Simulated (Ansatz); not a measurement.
CH3MgO (charge +1): geometry relaxation

CH3MgO, charge +1, computed with RKS PBE0-D4/def2-TZVP (Ansatz 0.2.0).

Figures and captions count atoms from 1; the log counts them from 0 in places.

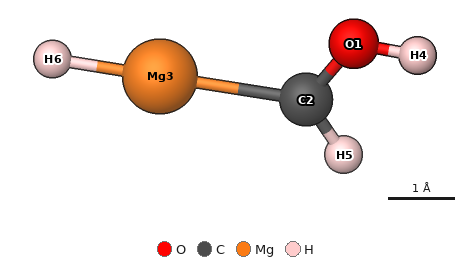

**Figure 1.** The structure as given in the input (ball-and-stick view, seen at a tilt; atoms are numbered from 1 in the order of the input). Sticks mark near contacts.

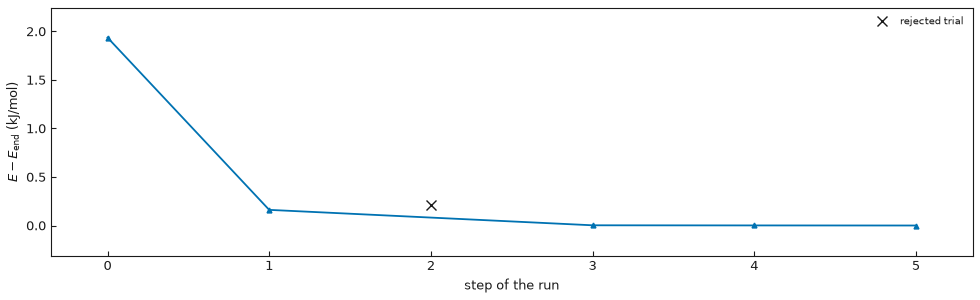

**Figure 2.** Progress of the relaxation, step by step (the first geometry is step 0 here and step 1 in the log).

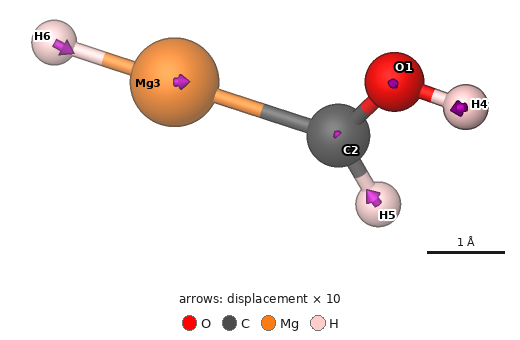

**Figure 3.** The starting structure with the displacements as pink arrows, magnified 10 times (ball-and-stick view, seen at a tilt). The two geometries are laid on each other by the best rigid fit. After 5 geometry steps the energy has fallen by 1.94 kJ/mol. The largest force component goes from 0.61 to 0.00092 eV/Å. The line search rejected the trial step at point 2 (counted from 0) and went back. H6 moves most after the best rigid fit: 0.031 Å. By element the largest moves are H 0.031 Å, Mg 0.023 Å, O 0.012 Å, C 0.008 Å. Among the contacts that change: C2–Mg3 2.276 → 2.248 Å, C2–H5 1.122 → 1.102 Å, O1–H4 0.996 → 0.979 Å, O1–C2 1.279 → 1.267 Å. (Atoms are counted from 1 in the order of the input.)

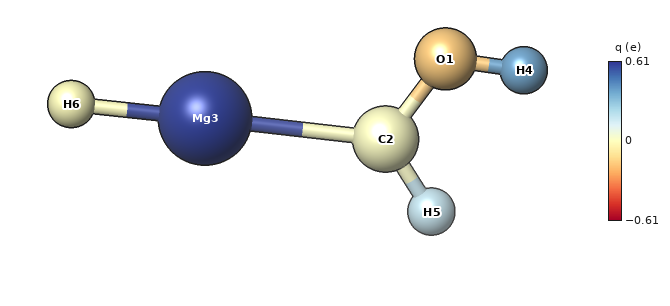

**Figure 4.** Mulliken charges, as the colour of each atom (ball-and-stick view, seen at a tilt; atoms are numbered from 1 in the order of the input). By element: O −0.17, C 0.00, Mg +0.58 and H −0.01 to +0.39 e.

The input that produced these results follows, with the program's output.

Input:
```yaml
crystal:
  periodic: [false, false, false]
  atoms:
    - {symbol: O, position_ang: [-1.123455, -0.709716, -0.618949]}
    - {symbol: C, position_ang: [-0.192895, 0.164936, -0.544890]}
    - {symbol: Mg, position_ang: [1.083296, 0.201086, 1.339329]}
    - {symbol: H, position_ang: [-1.665663, -0.702299, -1.454343]}
    - {symbol: H, position_ang: [-0.118591, 0.824146, -1.449231]}
    - {symbol: H, position_ang: [2.017308, 0.221847, 2.728083]}
basis:
  gaussian: {orbitals: def2-TZVP}
total_charge: 1
hamiltonian: {xc: pbe0, dispersion: d4}
relax: {f_tol: 0.005, max_steps: 200}
```

Launched with:
```bash
ansatz run in.yaml --threads 2 --pin off --events-out ev --progress --plain --max-ram 4352MiB
```

What the program printed:
```
Functional definition: PBE0
  name "PBE0"
  cite "Adamo & Barone, J. Chem. Phys. 110, 6158 (1999) doi:10.1063/1.478522"
  cite "Perdew, Burke & Ernzerhof, Phys. Rev. Lett. 77, 3865 (1996) doi:10.1103/PhysRevLett.77.3865"
  parent pbe
  parameter a = 0.25
  parameter kappa = 0.804
  parameter beta = 0.06672455060314922
  exchange = (1 - a)*pbe_x(kappa = kappa, mu = beta*pi^2/3) + a*exact_x
  correlation = pbe_c(beta = beta)
751 factors; their error is unknown
mean field evaluation 1: about -8505.2862 eV, gradient 1.2e2 eV
mean field evaluation 2: about -7924.1556 eV, gradient 2.8e2 eV
mean field evaluation 4: about -8553.7760 eV, gradient 7.1e1 eV
mean field evaluation 8: about -8562.9490 eV, gradient 5.6e-2 eV
mean field evaluation 16: about -8562.9696 eV, gradient 1.3e-5 eV
mean field -8562.96955023 eV, -314.6833267818 hartree, gradient 1.3e-5 eV, S^2 0.000000; 0 other end points of the search recorded, 0 dependent functions left out
the calculation of the forces begins
reference -8562.96959038 eV, -314.6833282574 hartree; 14, 14 occupied and 98, 98 virtual orbitals, 751 factors
relax step   1: F+E_penalty+E_count = -8563.01398829 eV  Δ(F+E_penalty+E_count) = +0.000e0 eV  max|allowed force component| = 6.070e-1 eV/Å  Δτ_max = 0.0000 Å  (27 SCF iters, accepted)
these checks for a lower state are left out or cut short: starts, cluster_reference, orbital_swaps, neighbouring_geometries, increment
751 factors; their error is unknown
mean field -8562.98776479 eV, -314.6839961546 hartree, gradient 8.9e-6 eV, S^2 0.000000; 0 other end points of the search recorded, 0 dependent functions left out
the calculation of the forces begins
reference -8562.98780493 eV, -314.6839976296 hartree; 14, 14 occupied and 98, 98 virtual orbitals, 751 factors
relax step   2: F+E_penalty+E_count = -8563.03238493 eV  Δ(F+E_penalty+E_count) = -1.840e-2 eV  max|allowed force component| = 2.190e-1 eV/Å  Δτ_max = 0.0287 Å  (32 SCF iters, accepted)
these checks for a lower state are left out or cut short: starts, cluster_reference, orbital_swaps, neighbouring_geometries, increment
751 factors; their error is unknown
mean field -8562.98721738 eV, -314.6839760375 hartree, gradient 9.6e-6 eV, S^2 0.000000; 0 other end points of the search recorded, 0 dependent functions left out
the calculation of the forces begins
reference -8562.98725751 eV, -314.6839775121 hartree; 14, 14 occupied and 98, 98 virtual orbitals, 751 factors
relax step   3: F+E_penalty+E_count = -8563.03186261 eV  Δ(F+E_penalty+E_count) = +5.223e-4 eV  max|allowed force component| = 1.325e-1 eV/Å  Δτ_max = 0.0221 Å  (31 SCF iters, rejected (line search))
these checks for a lower state are left out or cut short: starts, cluster_reference, orbital_swaps, neighbouring_geometries, increment
751 factors; their error is unknown
mean field evaluation 32: about -8562.9676 eV, gradient 8.3e-1 eV
mean field -8562.98940320 eV, -314.6840563651 hartree, gradient 8.9e-6 eV, S^2 0.000000; 0 other end points of the search recorded, 0 dependent functions left out
the calculation of the forces begins
reference -8562.98944335 eV, -314.6840578405 hartree; 14, 14 occupied and 98, 98 virtual orbitals, 751 factors
relax step   4: F+E_penalty+E_count = -8563.03403334 eV  Δ(F+E_penalty+E_count) = -1.648e-3 eV  max|allowed force component| = 3.243e-2 eV/Å  Δτ_max = 0.0100 Å  (31 SCF iters, accepted)
these checks for a lower state are left out or cut short: starts, cluster_reference, orbital_swaps, neighbouring_geometries, increment
751 factors; their error is unknown
mean field -8562.98942247 eV, -314.6840570732 hartree, gradient 8.8e-6 eV, S^2 0.000000; 0 other end points of the search recorded, 0 dependent functions left out
the calculation of the forces begins
reference -8562.98946263 eV, -314.6840585489 hartree; 14, 14 occupied and 98, 98 virtual orbitals, 751 factors
relax step   5: F+E_penalty+E_count = -8563.03404698 eV  Δ(F+E_penalty+E_count) = -1.364e-5 eV  max|allowed force component| = 1.741e-2 eV/Å  Δτ_max = 0.0020 Å  (32 SCF iters, accepted)
these checks for a lower state are left out or cut short: starts, cluster_reference, orbital_swaps, neighbouring_geometries, increment
751 factors; their error is unknown
mean field -8562.98943032 eV, -314.6840573616 hartree, gradient 8.9e-6 eV, S^2 0.000000; 0 other end points of the search recorded, 0 dependent functions left out
the calculation of the forces begins
reference -8562.98947048 eV, -314.6840588373 hartree; 14, 14 occupied and 98, 98 virtual orbitals, 751 factors
relax step   6: F+E_penalty+E_count = -8563.03405643 eV  Δ(F+E_penalty+E_count) = -9.446e-6 eV  max|allowed force component| = 9.216e-4 eV/Å  Δτ_max = 0.0009 Å  (31 SCF iters, accepted)
751 factors; their error is unknown
mean field evaluation 64: about -8562.7562 eV, gradient 7.5e0 eV
mean field -8562.98943032 eV, -314.6840573616 hartree, gradient 8.9e-6 eV, S^2 0.000000; 1 other end points of the search recorded, 0 dependent functions left out
the calculation of the forces begins
reference -8562.98947048 eV, -314.6840588373 hartree; 14, 14 occupied and 98, 98 virtual orbitals, 751 factors
Total energy: -8563.03409659 eV, -314.6856988166 hartree
Atom 0 at    -1.115743    -0.700782    -0.619983 Å, force    -0.000747    -0.000243    -0.000729 eV/Å
Atom 1 at    -0.190789     0.161001    -0.537915 Å, force     0.000475    -0.000142     0.000922 eV/Å
Atom 2 at     1.066869     0.193562     1.325552 Å, force    -0.000294     0.000082    -0.000540 eV/Å
Atom 3 at    -1.646952    -0.691340    -1.442713 Å, force     0.000078    -0.000366     0.000651 eV/Å
Atom 4 at    -0.117536     0.810667    -1.425498 Å, force     0.000494     0.000679    -0.000286 eV/Å
Atom 5 at     2.004153     0.226892     2.700556 Å, force    -0.000006    -0.000010    -0.000019 eV/Å
Dipole moment:    -0.339115     0.154621    -0.753813 e Å
```

Trajectory as extended XYZ (Å, eV, eV/Å), 6 frames, from step=1 to step=6:
```
6
Properties=species:S:1:pos:R:3:forces:R:3 step=1 energy=-8563.01399
O    -1.1235   -0.7097   -0.6189    0.1672   0.5675  -0.5958
C    -0.1929    0.1649   -0.5449   -0.3781  -0.1859  -0.3212
Mg    1.0833    0.2011    1.3393   -0.0462  -0.0096  -0.0514
H    -1.6657   -0.7023   -1.4543    0.4052  -0.0004   0.6070
H    -0.1186    0.8241   -1.4492   -0.0933  -0.3732   0.4477
H     2.0173    0.2218    2.7281   -0.0547   0.0016  -0.0862
6
Properties=species:S:1:pos:R:3:forces:R:3 step=2 energy=-8563.03239
O    -1.1139   -0.7014   -0.6136    0.0425   0.1409  -0.2190
C    -0.1858    0.1629   -0.5414   -0.1552  -0.0145  -0.1141
Mg    1.0697    0.1968    1.3253    0.0005  -0.0010  -0.0135
H    -1.6487   -0.6945   -1.4401    0.1090  -0.0061   0.2050
H    -0.1218    0.8150   -1.4350    0.0034  -0.1206   0.1414
H     2.0004    0.2213    2.7048   -0.0002   0.0013   0.0003
6
Properties=species:S:1:pos:R:3:forces:R:3 step=3 energy=-8563.03186 accepted=F
O    -1.1124   -0.7016   -0.6181   -0.0548   0.0773   0.0712
C    -0.2013    0.1746   -0.5309    0.1139  -0.1325  -0.0746
Mg    1.0675    0.1972    1.3225   -0.0199   0.0228   0.0199
H    -1.6416   -0.6944   -1.4411    0.0010  -0.0393  -0.0475
H    -0.1144    0.8041   -1.4311   -0.0490   0.0741   0.0274
H     2.0022    0.2202    2.6987    0.0087  -0.0024   0.0037
6
Properties=species:S:1:pos:R:3:forces:R:3 step=4 energy=-8563.03403
O    -1.1145   -0.7004   -0.6190   -0.0302  -0.0193  -0.0158
C    -0.1905    0.1617   -0.5391    0.0324   0.0207   0.0161
Mg    1.0683    0.1942    1.3239   -0.0020   0.0005  -0.0019
H    -1.6476   -0.6926   -1.4407    0.0055   0.0011   0.0065
H    -0.1177    0.8117   -1.4265   -0.0067  -0.0030  -0.0051
H     2.0019    0.2254    2.7014    0.0010   0.0002   0.0003
6
Properties=species:S:1:pos:R:3:forces:R:3 step=5 energy=-8563.03405
O    -1.1155   -0.7005   -0.6202   -0.0007  -0.0091   0.0129
C    -0.1904    0.1612   -0.5378   -0.0080   0.0035  -0.0174
Mg    1.0675    0.1941    1.3251    0.0008  -0.0007   0.0025
H    -1.6474   -0.6919   -1.4424    0.0042   0.0056  -0.0024
H    -0.1178    0.8107   -1.4258    0.0044   0.0004   0.0060
H     2.0037    0.2263    2.7011   -0.0008   0.0002  -0.0017
6
Properties=species:S:1:pos:R:3:forces:R:3 step=6 energy=-8563.03406
O    -1.1157   -0.7008   -0.6200   -0.0007  -0.0002  -0.0007
C    -0.1908    0.1610   -0.5379    0.0005  -0.0001   0.0009
Mg    1.0669    0.1936    1.3256   -0.0003   0.0001  -0.0005
H    -1.6470   -0.6913   -1.4427    0.0001  -0.0004   0.0007
H    -0.1175    0.8107   -1.4255    0.0005   0.0007  -0.0003
H     2.0042    0.2269    2.7006    0.0000   0.0000   0.0000
```

Summary:

| quantity | value |
| --- | --- |
| outcome | converged |
| total energy | −8563.0341 eV |
| mean-field energy | −8562.9895 eV |
| dispersion energy | −0.0446 eV |
| SCF solution under orbital rotations | stable |
| largest force (length of the vector) at the end | 0.001 eV/Å |
| hardware | 2 threads of Intel Xeon @ 2.50GHz, 11 GiB of memory available, shared host |
| wall time | 16 s (CPU time 30 s) |
| peak memory | 0.2 GiB |
